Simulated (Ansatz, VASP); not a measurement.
# PbSe (Clausthalite): VASP beside Ansatz, part 2 of 2

Aim: how closely do two programs agree when they are given the same cell, functional and k mesh?

VASP 6.6.1 and Ansatz 0.2.0.

So far: The structure; Ansatz: band structure, PBE0; VASP: band structure, PBE0.

## 3. VASP: band structure, PBE0 (continued)

Level of this step: PBE0; plane waves and PAW (Pb_d, Se) (VASP).

Numbers of over 12 decimals in the logs are rounded to 6 here.

OUTCAR, selected parts (step 3):

```text
ion  position               nearest neighbor table
   1  0.000  0.000  0.000-   2 3.06   2 3.06   2 3.06   2 3.06   2 3.06   2 3.06
   2  0.500  0.500  0.500-   1 3.06   1 3.06   1 3.06   1 3.06   1 3.06   1 3.06

  LATTYP: Found a face centered cubic cell.
 ALAT       =     6.1213000000

 Subroutine GETGRP returns: Found 48 space group operations
 (whereof 48 operations were pure point group operations)

The static configuration has the point symmetry O_h .

 Found      8 irreducible k-points:

   k-points           NKPTS =      8   k-points in BZ     NKDIM =     64   number of bands    NBANDS=     16

   dimension x,y,z NGX =    28 NGY =   28 NGZ =   28
   dimension x,y,z NGXF=    56 NGYF=   56 NGZF=   56

   ENCUT  =  400.0 eV  29.40 Ry    5.42 a.u.   7.06  7.06  7.06*2*pi/ulx,y,z

   NELECT =      20.0000    total number of electrons

 k-points in reciprocal lattice and weights: Automatic mesh
   0.00000000  0.00000000  0.00000000       0.016
   0.25000000  0.00000000  0.00000000       0.125
   0.50000000  0.00000000  0.00000000       0.062
   0.25000000  0.25000000  0.00000000       0.094
   0.50000000  0.25000000  0.00000000       0.375
  -0.25000000  0.25000000  0.00000000       0.188
   0.50000000  0.50000000  0.00000000       0.047
  -0.25000000  0.50000000  0.25000000       0.094

  exchange ACFDT corr.  =         0.00000000  see jH, gK, PRB 81, 115126

 average (electrostatic) potential at core
       1 -86.2209       2 -48.7225

 E-fermi :   4.6463

 k-point     1 :       0.0000    0.0000    0.0000
  band No.  band energies     occupation
    ...
      6     -10.7179      2.00000
      7      -2.2798      2.00000
      8       2.2114      2.00000
      9       2.2114      2.00000
     10       2.2114      2.00000
     11      10.6642      0.00000
     12      10.6642      0.00000
     13      10.6642      0.00000
     14      12.3007      0.00000
     15      12.3007      0.00000
    ...

 k-point     2 :       0.2500    0.0000    0.0000
  band No.  band energies     occupation
    ...
      6     -10.1675      2.00000
      7      -3.7957      2.00000
      8       2.4096      2.00000
      9       2.4096      2.00000
     10       3.3485      2.00000
     11       7.7535      0.00000
     12       8.5969      0.00000
     13       8.5969      0.00000
     14      12.3163      0.00000
     15      13.6047      0.00000
    ...

 k-point     3 :       0.5000    0.0000    0.0000
  band No.  band energies     occupation
    ...
      6      -9.5026      2.00000
      7      -5.2645      2.00000
      8       2.6771      2.00000
      9       2.6771      2.00000
     10       4.4940      2.00000
     11       5.7807      0.00000
     12       7.2696      0.00000
     13       7.2696      0.00000
     14      14.4652      0.00000
     15      16.2117      0.00000
    ...

  energy-cutoff  :      400.00
  volume of cell :       57.34
      direct lattice vectors                 reciprocal lattice vectors
     0.000000000  3.060650000  3.060650000    -0.163363991  0.163363991  0.163363991
     3.060650000  0.000000000  3.060650000     0.163363991 -0.163363991  0.163363991
     3.060650000  3.060650000  0.000000000     0.163363991  0.163363991 -0.163363991

 POSITION                                       TOTAL-FORCE (eV/Angst)
 -----------------------------------------------------------------------------------
      0.00000      0.00000      0.00000         0.000000      0.000000      0.000000
      3.06065      3.06065      3.06065        -0.000000     -0.000000     -0.000000
 -----------------------------------------------------------------------------------
    total drift:                               -0.000001     -0.000000     -0.000001

  FREE ENERGIE OF THE ION-ELECTRON SYSTEM (eV)
  ---------------------------------------------------
  free  energy   TOTEN  =       -10.7088171388 eV

  energy  without entropy=      -10.7088171388  energy(sigma->0) =      -10.70881714

 total charge
# of ion       s       p       d       tot
------------------------------------------
    1        1.518   0.487   9.847  11.852
    2        1.472   2.394   0.016   3.881
--------------------------------------------------
tot          2.990   2.881   9.862  15.733

[... 3 further parts left out ...]
```

## 4. Differences

Known differences besides the PAW data sets themselves: exact exchange at q = 0 is treated differently, which shows on coarse meshes; VASP keeps PBE cores, Ansatz makes them for the functional; the data sets hold 30 valence electrons in Ansatz (default PAW (the set named soft_2) files) and 20 in VASP; the cutoff is 420 eV in Ansatz and 400 eV in VASP; VASP takes a coarser grid for exact exchange (PRECFOCK = Fast). Total energies have different zeros and are not compared.

Compared:

```csv
quantity,Ansatz,VASP,difference
gap over the path points (eV),1.285,1.287,-0.001
```

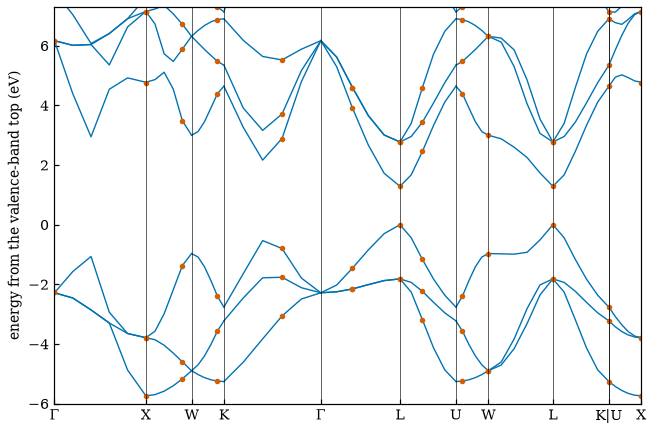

Bands from VASP (lines) and levels from Ansatz (dots). Dots without a line are higher empty bands that the VASP plot leaves out.

Levels at points of the path, from each program's valence-band top (eV; 4 filled, then empty):

```csv
k (reciprocal lattice),Ansatz,VASP
0.000 0.000 0.000,-6.74 -2.27 -2.27 -2.27 6.15 6.15 6.15,-6.77 -2.28 -2.28 -2.28 6.17 6.17 6.17
0.500 0.000 0.500,-8.03 -5.75 -3.78 -3.78 4.76 7.15 7.15,-8.02 -5.74 -3.79 -3.79 4.78 7.15 7.15
0.500 0.200 0.700,-8.74 -5.17 -4.61 -1.37 3.49 5.90 6.72,-8.74 -5.17 -4.60 -1.36 3.48 5.89 6.72
0.400 0.350 0.750,-8.83 -5.24 -3.57 -2.40 4.40 5.49 6.87,-8.83 -5.24 -3.57 -2.40 4.39 5.48 6.88
0.150 0.150 0.300,-8.13 -3.06 -1.76 -0.79 2.89 3.71 5.53,-8.14 -3.06 -1.76 -0.80 2.89 3.71 5.53
0.200 0.200 0.200,-7.85 -2.15 -2.15 -1.45 3.91 4.59 4.59,-7.85 -2.15 -2.15 -1.46 3.91 4.60 4.60
0.500 0.500 0.500,-9.75 -1.82 -1.82 0.00 1.28 2.76 2.76,-9.76 -1.82 -1.82 0.00 1.29 2.78 2.78
0.550 0.400 0.550,-9.55 -3.18 -2.23 -1.16 2.46 3.43 4.59,-9.56 -3.19 -2.23 -1.16 2.46 3.44 4.60
0.600 0.250 0.650,-8.83 -5.24 -3.57 -2.40 4.40 5.49 6.87,-8.83 -5.24 -3.57 -2.40 4.39 5.48 6.88
0.500 0.250 0.750,-8.80 -4.90 -4.90 -0.97 3.01 6.32 6.32,-8.80 -4.90 -4.90 -0.97 3.00 6.32 6.32
```

Among the levels compared (up to four filled and three empty ones at each point), filled levels agree within 33 meV and empty ones within 22 meV.

## 5. Outcome

| Property | Result |
| --- | --- |
| difference in gap over the path points (band structure, PBE0) | -0.0012 eV |

In words: The difference in gap over the path points is -0.0012 eV (band structure, PBE0), within the 0.08 eV picked in this series as the mark of a large difference. Differences of this kind measure data sets and numerical settings, not the functional's error against experiment.

[Lines on the potential files, build, host, timing and source positions are cut from VASP's logs without a mark.]

[Logs are printed without paths, hosts, clocks, repeated set-up lines and the standing remarks that a program may print on its own settings, such as how far it seeks lower states.]

[Hosts, paths, dates, database ids (printed as entryN), source tags and the programs' standing remarks are cut or masked in the printed files.]
